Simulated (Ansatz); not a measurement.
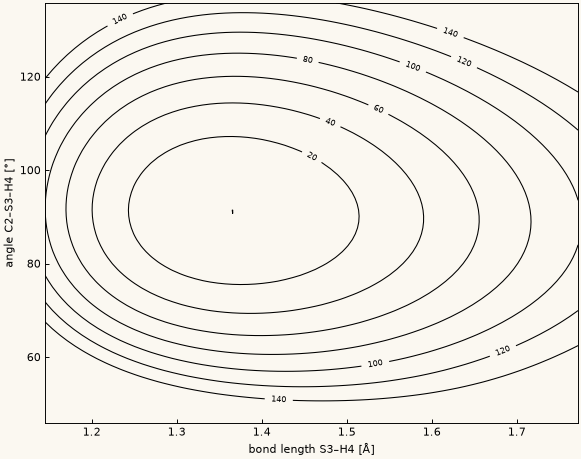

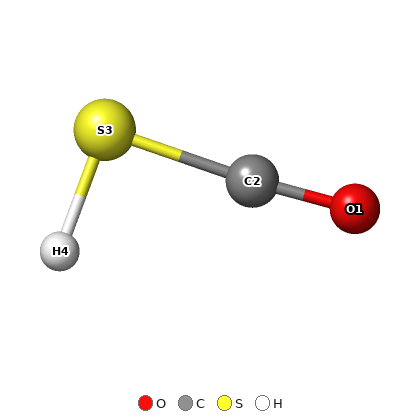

Energy landscape of CHOS, SMILES O=[C+]S, charge +1. Coordinates scanned: (1) bond length S3–H4; (2) angle C2–S3–H4. Nothing is relaxed (all other coordinates rigid). The grid has 15 × 15 points. Energies are in kJ/mol, from the lowest grid point. Method: RKS B3LYP-D4/def2-TZVP in Ansatz.

Drawn: contour lines labelled in kJ/mol (none above 140). Between grid points the surface is interpolated. The second picture is the structure at the lowest point.

**Where are the wells?**

The lowest grid point is at bond length S3–H4 = 1.369 Å, angle C2–S3–H4 = 90.8°. No other kind of well shows on this grid. The highest grid point, bond length S3–H4 = 1.145 Å, angle C2–S3–H4 = 45.8°, lies 318 kJ/mol above the lowest. Round the minimum the two coordinates are nearly uncoupled.

Each point was launched as `ansatz run input.yaml --threads 1 --pin off --max-ram 2560MiB --backend cpu --events-out ev --progress --plain --runs-dir out`. The whole map (225 points run) took 4.6 min on 1 thread of Intel(R) Xeon(R) 6975P-C (Granite Rapids), with other jobs on the host.
